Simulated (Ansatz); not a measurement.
# CH7Al2N (SMILES C[N]([AlH2])[AlH2]): what the fields show

The calculation's input:

```
crystal:
  periodic: [false, false, false]
  atoms:
    - {symbol: C, position_ang: [-0.000739, 1.424990, 0.089603]}
    - {symbol: N, position_ang: [0.044242, -0.038785, 0.010069]}
    - {symbol: Al, position_ang: [-0.403938, -1.008547, 1.446015]}
    - {symbol: Al, position_ang: [0.446300, -0.822525, -1.548279]}
    - {symbol: H, position_ang: [0.975527, 1.845309, 0.354172]}
    - {symbol: H, position_ang: [-0.295892, 1.877212, -0.862801]}
    - {symbol: H, position_ang: [-0.712717, 1.770457, 0.846302]}
    - {symbol: H, position_ang: [-0.302283, -2.584161, 1.349799]}
    - {symbol: H, position_ang: [-0.896943, -0.231213, 2.738206]}
    - {symbol: H, position_ang: [0.676606, 0.111429, -2.809894]}
    - {symbol: H, position_ang: [0.535337, -2.401167, -1.592593]}
basis:
  gaussian: {orbitals: def2-TZVPP}
hamiltonian: {xc: pbe0, dispersion: d4}
output: {orbitals: {seedname: orbitals}}
```

Command:

```sh
ansatz run in.yaml --threads 2 --pin off --events-out ev --progress --plain --max-ram 4352MiB
```

Geometry: PBE0-D4/def2-TZVP.

Level of theory: RKS PBE0-D4/def2-TZVPP in Ansatz 0.2.0.

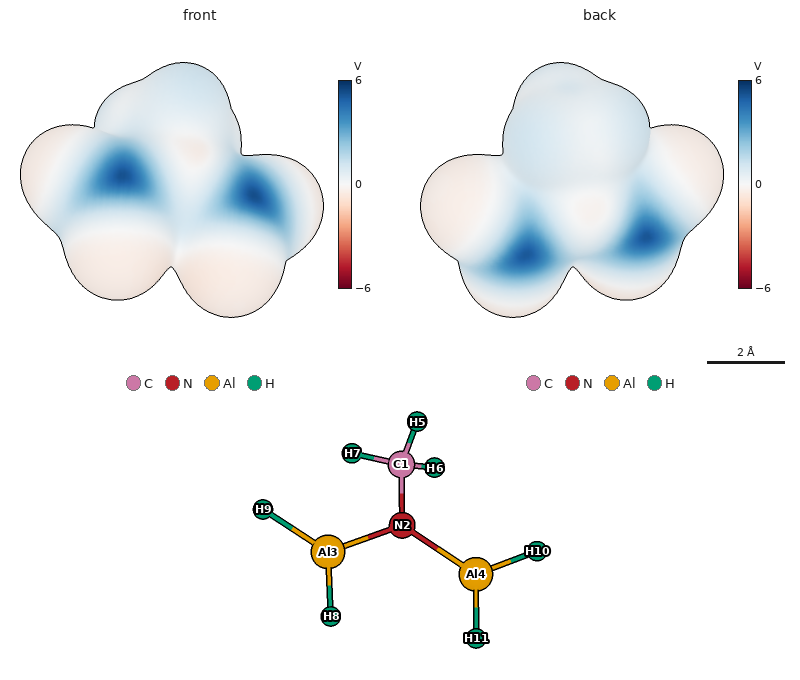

Figure 1. The electrostatic potential painted on the density surface at 0.004 e/bohr³, seen from the front and from behind; the colour scale runs from red (negative) to blue (positive). The bare structure is drawn below in the same view.

Question: Which sites attract a positive test charge, and which a negative one?

Answer: A positive charge is drawn to the negative regions and a negative charge to the positive ones. The most negative region (about −0.6 V, or −14 kcal/mol for a unit charge) lies over H8 and H11, the most positive (about +5.0 V, or +115 kcal/mol for a unit charge) over Al3 and Al4.

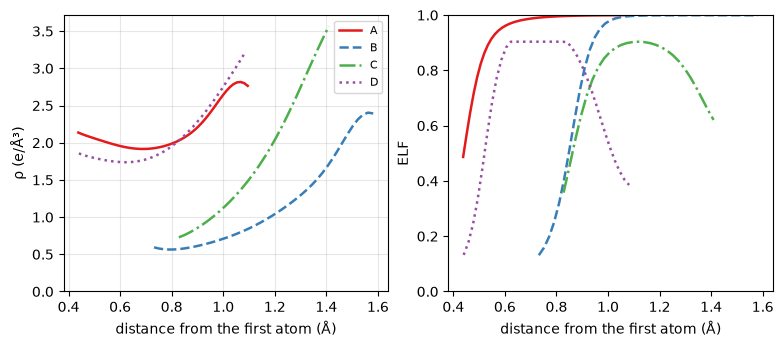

Figure 2. Electron density and electron localisation function along straight lines between neighbouring atoms. The curves leave out the atomic cores.

Question: Which curve belongs to which contact (Al–H, Al–N, C–H and C–N)? The first atom named is at distance zero.

Answer: Curve A: C–H (1.09 Å): ρ is about 2 e/Å³ halfway; the ELF climbs to about 1 towards the hydrogen, as it does in any bond to H; an ordinary covalent bond to hydrogen. Curve B: Al–H (1.58 Å): ρ is about 0.56 e/Å³ halfway; the ELF climbs to about 1 towards the hydrogen. Curve C: Al–N (1.79 Å): ρ is about 0.84 e/Å³ halfway; the ELF peaks at about 0.90 in the valence shell of N, 0.7 Å from its nucleus, and is about 0.65 at the midpoint. Curve D: C–N (1.47 Å): ρ at the midpoint is about 1.8 e/Å³; the ELF peaks at about 0.90 between the atoms, as expected for a shared electron pair.
